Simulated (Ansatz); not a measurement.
# Geometry relaxation of Si2NH6OF (part 1 of 2)

The run: geometry relaxation of Si2NH6OF, SMILES N[SiH2][SiH](O)F. Method and program: RKS CAM-B3LYP-D4/def2-SVP (Ansatz 0.2.0).

It belongs to a series of runs on one base structure; here: end point B relaxed.

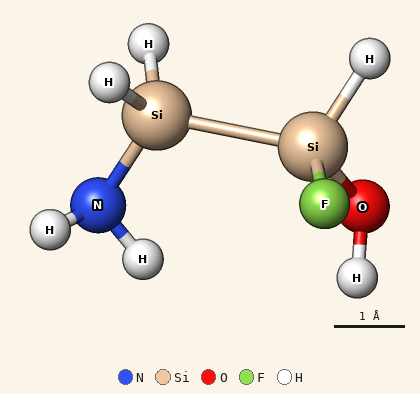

*The structure as given in the input (ball-and-stick view, seen at a tilt).*

Bond lengths as drawn: F–Si 1.59 Å, H–N 0.99 to 1.03 Å, H–O 1.04 Å, H–Si 1.47 to 1.52 Å, N–Si 1.66 Å, O–Si 1.62 Å and Si–Si 2.34 Å.

### Summary

- outcome: converged
- total energy: −22098.7296 eV
- mean-field energy: −22098.5166 eV
- largest force (length of the vector) at the end: 0.019 eV/Å
- hardware: 2 threads of Intel Xeon (Sapphire Rapids), 16 GiB of memory available, shared host
- wall time: 54 s (CPU time 1.7 min)
- peak memory: 0.3 GiB

### Input
```yaml
crystal:
  periodic: [false, false, false]
  atoms:
    - { symbol: "N", position_ang: [-1.5612, -0.0189, -1.0744] }
    - { symbol: Si, position_ang: [0.0942, -0.0824, -1.071] }
    - { symbol: Si, position_ang: [1.03876, -0.51079, -3.16708] }
    - { symbol: O, position_ang: [0.34845, 0.33015, -4.36065] }
    - { symbol: F, position_ang: [0.90908, -2.05112, -3.55617] }
    - { symbol: H, position_ang: [-2.0012, -0.7518, -0.5843] }
    - { symbol: H, position_ang: [-1.908, -0.0661, -2.042] }
    - { symbol: H, position_ang: [0.51548, 1.24194, -0.57978] }
    - { symbol: H, position_ang: [0.51056, -1.09884, -0.09632] }
    - { symbol: H, position_ang: [2.51351, -0.1516, -3.21188] }
    - { symbol: H, position_ang: [-0.46806, -0.13961, -4.79513] }
basis:
  gaussian: { orbitals: def2-SVP }
hamiltonian:
  xc: cam_b3lyp
  dispersion: d4
relax:
  f_tol: 0.015
  max_steps: 40
output:
  orbitals: {}
```

Command:
```bash
ansatz run input.yaml --threads 2 --pin off --max-ram 3072MiB --backend cpu --events-out ev --progress --plain --runs-dir out
```

### What the program printed
```
The last accepted step is kept in [file] (removed where the run ends without a failure and the disk answers)
Engine: ansatz 0.2.0, x86_64-unknown-linux-gnu
Functional definition: CAM-B3LYP
  parameter alpha = 0.19
  parameter beta = 0.46
  parameter omega = 0.33/bohr
  parameter ac = 0.81
  exchange = (1 - alpha - beta)*b88_x + beta*b88_x_sr(omega) + alpha*exact_x + beta*exact_x_lr(omega)
  correlation = (1 - ac)*vwn5_c + ac*lyp_c
1107 factors; integrals over basis functions are off by at most 4.1e-4 eV
399 factors; integrals over basis functions are off by at most 7.9e-7 eV
mean field evaluation 1: about -22089.3045 eV, gradient 6.9e1 eV
mean field evaluation 2: about -22084.5204 eV, gradient 8.5e1 eV
mean field evaluation 4: about -22097.7920 eV, gradient 3.0e0 eV
mean field evaluation 8: about -22097.8137 eV, gradient 8.4e-2 eV
mean field evaluation 16: about -22097.8138 eV, gradient 2.0e-5 eV
mean field -22097.81376400 eV, -812.0796773910 hartree, gradient 2.0e-5 eV, S^2 0.000000; 0 other end points of the search recorded, 0 dependent functions left out
the calculation of the forces begins
reference -22097.81389683 eV, -812.0796822722 hartree; 29, 29 occupied and 79, 79 virtual orbitals, 1107 factors
relax step   1: F+E_penalty+E_count = -22098.01966994 eV  Δ(F+E_penalty+E_count) = +0.000e0 eV  max|allowed force component| = 3.298e0 eV/Å  Δτ_max = 0.0000 Å  (27 SCF iters, accepted)
these checks for a lower state are left out or cut short: starts, cluster_reference, orbital_swaps, neighbouring_geometries, increment
1107 factors; integrals over basis functions are off by at most 4.3e-4 eV
399 factors; integrals over basis functions are off by at most 7.0e-7 eV
mean field -22098.23580014 eV, -812.0951869330 hartree, gradient 1.6e-5 eV, S^2 0.000000; 0 other end points of the search recorded, 0 dependent functions left out
[... from here on the field's lines of each further geometry are left out, up to the last ...]
relax step   2: F+E_penalty+E_count = -22098.44289277 eV  Δ(F+E_penalty+E_count) = -4.232e-1 eV  max|allowed force component| = 1.484e0 eV/Å  Δτ_max = 0.1629 Å  (29 SCF iters, accepted)
relax step   3: F+E_penalty+E_count = -22098.51108548 eV  Δ(F+E_penalty+E_count) = -6.819e-2 eV  max|allowed force component| = 6.397e-1 eV/Å  Δτ_max = 0.1136 Å  (30 SCF iters, accepted)
relax step   4: F+E_penalty+E_count = -22098.55637003 eV  Δ(F+E_penalty+E_count) = -4.528e-2 eV  max|allowed force component| = 4.983e-1 eV/Å  Δτ_max = 0.1310 Å  (29 SCF iters, accepted)
relax step   5: F+E_penalty+E_count = -22098.56597262 eV  Δ(F+E_penalty+E_count) = -9.603e-3 eV  max|allowed force component| = 4.144e-1 eV/Å  Δτ_max = 0.0798 Å  (25 SCF iters, accepted)
relax step   6: F+E_penalty+E_count = -22098.56721697 eV  Δ(F+E_penalty+E_count) = -1.244e-3 eV  max|allowed force component| = 7.870e-1 eV/Å  Δτ_max = 0.1268 Å  (28 SCF iters, accepted)
relax step   7: F+E_penalty+E_count = -22098.60304070 eV  Δ(F+E_penalty+E_count) = -3.582e-2 eV  max|allowed force component| = 2.917e-1 eV/Å  Δτ_max = 0.1998 Å  (31 SCF iters, accepted)
relax step   8: F+E_penalty+E_count = -22098.62407239 eV  Δ(F+E_penalty+E_count) = -2.103e-2 eV  max|allowed force component| = 2.146e-1 eV/Å  Δτ_max = 0.2000 Å  (29 SCF iters, accepted)
relax step   9: F+E_penalty+E_count = -22098.62200459 eV  Δ(F+E_penalty+E_count) = +2.068e-3 eV  max|allowed force component| = 9.848e-1 eV/Å  Δτ_max = 0.1086 Å  (25 SCF iters, rejected (line search))
relax step  10: F+E_penalty+E_count = -22098.62970256 eV  Δ(F+E_penalty+E_count) = -5.630e-3 eV  max|allowed force component| = 9.813e-2 eV/Å  Δτ_max = 0.0529 Å  (27 SCF iters, accepted)
relax step  11: F+E_penalty+E_count = -22098.63628034 eV  Δ(F+E_penalty+E_count) = -6.578e-3 eV  max|allowed force component| = 1.449e-1 eV/Å  Δτ_max = 0.0959 Å  (25 SCF iters, accepted)
relax step  12: F+E_penalty+E_count = -22098.64394945 eV  Δ(F+E_penalty+E_count) = -7.669e-3 eV  max|allowed force component| = 3.641e-1 eV/Å  Δτ_max = 0.1463 Å  (29 SCF iters, accepted)
relax step  13: F+E_penalty+E_count = -22098.65669417 eV  Δ(F+E_penalty+E_count) = -1.274e-2 eV  max|allowed force component| = 5.342e-1 eV/Å  Δτ_max = 0.1965 Å  (28 SCF iters, accepted)
relax step  14: F+E_penalty+E_count = -22098.67310389 eV  Δ(F+E_penalty+E_count) = -1.641e-2 eV  max|allowed force component| = 4.712e-1 eV/Å  Δτ_max = 0.1273 Å  (25 SCF iters, accepted)
relax step  15: F+E_penalty+E_count = -22098.69085405 eV  Δ(F+E_penalty+E_count) = -1.775e-2 eV  max|allowed force component| = 4.439e-1 eV/Å  Δτ_max = 0.1741 Å  (28 SCF iters, accepted)
relax step  16: F+E_penalty+E_count = -22098.69734316 eV  Δ(F+E_penalty+E_count) = -6.489e-3 eV  max|allowed force component| = 5.592e-1 eV/Å  Δτ_max = 0.1569 Å  (29 SCF iters, accepted)
relax step  17: F+E_penalty+E_count = -22098.71386965 eV  Δ(F+E_penalty+E_count) = -1.653e-2 eV  max|allowed force component| = 4.129e-1 eV/Å  Δτ_max = 0.0588 Å  (25 SCF iters, accepted)
relax step  18: F+E_penalty+E_count = -22098.72394710 eV  Δ(F+E_penalty+E_count) = -1.008e-2 eV  max|allowed force component| = 2.152e-1 eV/Å  Δτ_max = 0.0470 Å  (25 SCF iters, accepted)
relax step  19: F+E_penalty+E_count = -22098.61439797 eV  Δ(F+E_penalty+E_count) = +1.095e-1 eV  max|allowed force component| = 1.140e0 eV/Å  Δτ_max = 0.1365 Å  (29 SCF iters, rejected (line search))
relax step  20: F+E_penalty+E_count = -22098.72796858 eV  Δ(F+E_penalty+E_count) = -4.021e-3 eV  max|allowed force component| = 1.119e-1 eV/Å  Δτ_max = 0.0683 Å  (25 SCF iters, accepted)
relax step  21: F+E_penalty+E_count = -22098.72878155 eV  Δ(F+E_penalty+E_count) = -8.130e-4 eV  max|allowed force component| = 7.167e-2 eV/Å  Δτ_max = 0.0307 Å  (25 SCF iters, accepted)
relax step  22: F+E_penalty+E_count = -22098.72926643 eV  Δ(F+E_penalty+E_count) = -4.849e-4 eV  max|allowed force component| = 3.470e-2 eV/Å  Δτ_max = 0.0082 Å  (27 SCF iters, accepted)
the calculation of the forces begins
reference -22098.51660108 eV, -812.1055061770 hartree; 29, 29 occupied and 79, 79 virtual orbitals, 1107 factors
relax step  23: F+E_penalty+E_count = -22098.72950442 eV  Δ(F+E_penalty+E_count) = -2.380e-4 eV  max|allowed force component| = 1.469e-2 eV/Å  Δτ_max = 0.0140 Å  (25 SCF iters, accepted)
1107 factors; integrals over basis functions are off by at most 4.6e-4 eV
399 factors; integrals over basis functions are off by at most 5.8e-7 eV
mean field evaluation 160: about -22098.5165 eV, gradient 9.6e-3 eV
```

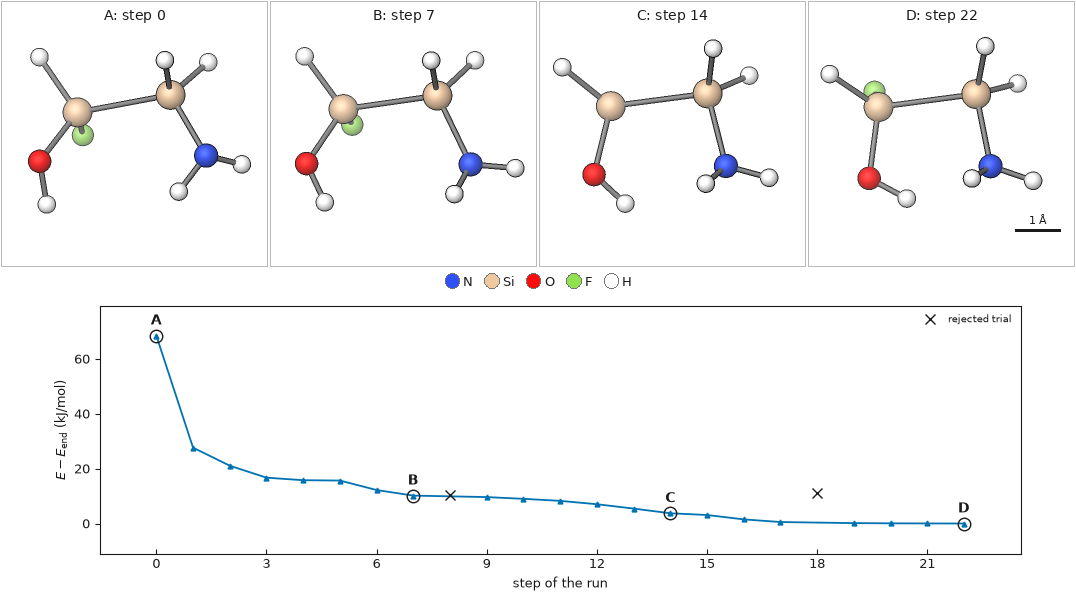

*Frames of the relaxation (ball-and-stick view, seen at an oblique angle) above the curves, on which the letters mark them (the first geometry is step 0 here and step 1 in the log).*

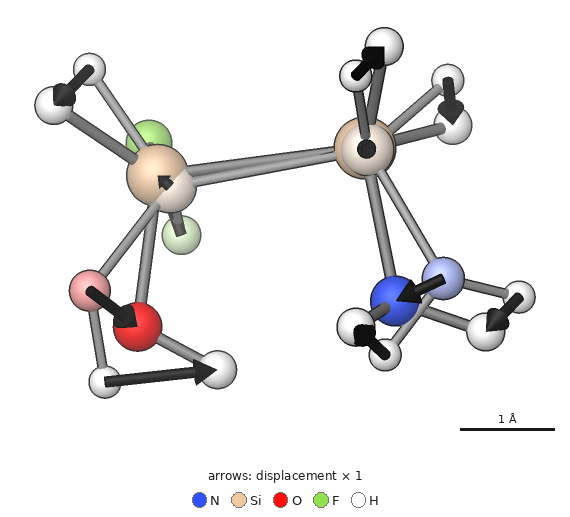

*Start (faint) and end (solid) with the displacements as black arrows, at true length (ball-and-stick view, seen at an oblique angle). The two geometries are laid on each other by the best rigid fit.*

After 22 geometry steps the energy has fallen by 68.5 kJ/mol. Largest force component: 3.3 eV/Å at the start, 0.015 eV/Å at the end. The line search rejected the trial steps at points 8, 18 (counted from 0) and went back. H11 moves most after the best rigid fit: 1.22 Å. Largest moves by element: H 1.22 Å, F 1.05 Å, O 0.84 Å, N 0.57 Å, Si 0.22 Å. Distances before and after: N1–Si2 1.657 → 1.760 Å, O4–H11 1.037 → 0.972 Å, Si3–H10 1.519 → 1.481 Å, Si3–O4 1.615 → 1.651 Å. Among the angles that change: N1–Si2–Si3 114.1° → 99.2°, Si2–Si3–O4 113.2° → 101.1°, N1–Si2–H8 104.6° → 115.2°. (Atoms are counted from 1 in the order of the input.)

```
mean field -22098.51646938 eV, -812.1055013372 hartree, gradient 4.4e-5 eV, S^2 0.000000; 1 other end points of the search recorded, 0 dependent functions left out
the calculation of the forces begins
reference -22098.51660108 eV, -812.1055061770 hartree; 29, 29 occupied and 79, 79 virtual orbitals, 1107 factors
Total energy: -22098.72963612 eV, -812.1133350706 hartree
Atom 0 at    -1.486587    -0.010566    -1.650507 Å, force    -0.014694     0.009548     0.008321 eV/Å
Atom 1 at     0.169769    -0.270430    -1.115666 Å, force     0.006653     0.000445    -0.000483 eV/Å
Atom 2 at     1.213072    -0.480173    -3.207726 Å, force    -0.006527    -0.006247    -0.003742 eV/Å
Atom 3 at    -0.085683    -0.383969    -4.222065 Å, force     0.012999    -0.001062    -0.000508 eV/Å
Atom 4 at     1.923211    -1.938253    -3.309612 Å, force     0.002750     0.002565    -0.000336 eV/Å
Atom 5 at    -2.238016    -0.306534    -1.032793 Å, force     0.003196    -0.003793     0.000534 eV/Å
Atom 6 at    -1.715345     0.904331    -2.032864 Å, force     0.009745    -0.000481    -0.004001 eV/Å
Atom 7 at     0.725025     0.793337    -0.223701 Å, force    -0.006353    -0.002272     0.001102 eV/Å
Atom 8 at     0.168047    -1.552057    -0.359047 Å, force     0.001641     0.000347    -0.001789 eV/Å
Atom 9 at     2.234986     0.501513    -3.636587 Å, force    -0.001210     0.001646    -0.000350 eV/Å
Atom 10 at    -0.916898    -0.556269    -3.748142 Å, force    -0.008200    -0.000697     0.001253 eV/Å
Dipole moment:    -0.477571     0.356404     0.469334 e Å
```

### Trajectory as extended XYZ (Å, eV, eV/Å), 19 of the 23 frames kept, from step=1 to step=23
```
11
Properties=species:S:1:pos:R:3:forces:R:3 step=1 energy=-22098.01967
N    -1.5612   -0.0189   -1.0744   -2.4025   0.3504  -1.9656
Si    0.0942   -0.0824   -1.0710    2.3939   0.3816   0.3476
Si    1.0388   -0.5108   -3.1671    1.8075   0.6784   1.1560
O     0.3484    0.3301   -4.3606   -3.2984  -0.6474  -2.3662
F     0.9091   -2.0511   -3.5562   -0.2011  -1.3254  -0.1355
H    -2.0012   -0.7518   -0.5843   -0.8874  -1.0264   0.8821
H    -1.9080   -0.0661   -2.0420   -0.3098   0.2945   0.5405
H     0.5155    1.2419   -0.5798    0.6995   0.2522  -0.0148
H     0.5106   -1.0988   -0.0963    0.3404  -0.3281   0.2861
H     2.5135   -0.1516   -3.2119   -0.4913  -0.1339   0.1056
H    -0.4681   -0.1396   -4.7951    2.3492   1.5040   1.1642
11
Properties=species:S:1:pos:R:3:forces:R:3 step=2 energy=-22098.44289
N    -1.6106   -0.0790   -1.1374   -0.8847  -0.1228  -0.9302
Si    0.0963   -0.0652   -1.0623    1.4843   0.3033  -0.0004
Si    1.0991   -0.4661   -3.1526    0.1425   0.0029   0.8527
O     0.3079    0.3250   -4.3515   -1.2492  -0.2652  -0.9236
F     0.8640   -2.0489   -3.4006    0.1107  -0.5108  -0.2149
H    -2.0749   -0.8560   -0.6855   -0.1572  -0.0683   0.1554
H    -1.9731    0.0018   -2.0968   -0.0502   0.1046   0.5848
H     0.6640    1.2533   -0.6325   -0.1393  -0.0490   0.1476
H     0.5826   -1.1030   -0.1102   -0.0627   0.0104   0.0950
H     2.5575   -0.1496   -3.2424   -0.2052  -0.0275  -0.0733
H    -0.5212   -0.1113   -4.6669    1.0110   0.6223   0.3068
11
Properties=species:S:1:pos:R:3:forces:R:3 step=3 energy=-22098.51108
N    -1.6071   -0.1058   -1.1379   -0.2148  -0.1733  -0.4523
Si    0.1304   -0.0270   -1.0250    0.1505  -0.1884  -0.0760
Si    1.0479   -0.5054   -3.1428    0.2322  -0.2225  -0.0744
O     0.2927    0.3113   -4.3752   -0.0960  -0.0890   0.1233
F     0.9035   -2.1055   -3.4908   -0.0450   0.4328   0.2390
H    -2.0787   -0.9120   -0.7214    0.1245   0.3298  -0.1051
H    -2.0027    0.0924   -2.0678    0.1156  -0.0647   0.6397
H     0.6788    1.2900   -0.5446   -0.1937  -0.1491  -0.1352
H     0.6196   -1.0584   -0.0569   -0.1218   0.0636  -0.0271
H     2.4859   -0.1577   -3.2198    0.0879  -0.0018  -0.0530
H    -0.4789   -0.1210   -4.7564   -0.0395   0.0626  -0.0789
11
Properties=species:S:1:pos:R:3:forces:R:3 step=5 energy=-22098.56597
N    -1.5739   -0.2110   -1.1747    0.2167  -0.2143   0.4144
Si    0.1421   -0.0439   -1.0471    0.0541   0.0139  -0.2203
Si    1.0847   -0.5013   -3.1448   -0.1323  -0.0868  -0.0087
O     0.3193    0.3323   -4.3551    0.0134   0.1106  -0.0045
F     0.8348   -2.0863   -3.4431    0.0635   0.0035   0.0330
H    -2.0619   -0.9395   -0.6710   -0.0606   0.0083   0.0311
H    -2.1097    0.1507   -1.9421   -0.1973   0.1845  -0.3196
H     0.5931    1.3140   -0.6180   -0.0327   0.0205   0.0464
H     0.6290   -1.0257   -0.0374   -0.0551   0.0014   0.0066
H     2.5387   -0.2297   -3.2499    0.0610   0.0020  -0.0772
H    -0.4046   -0.0588   -4.8555    0.0693  -0.0437   0.0989
```
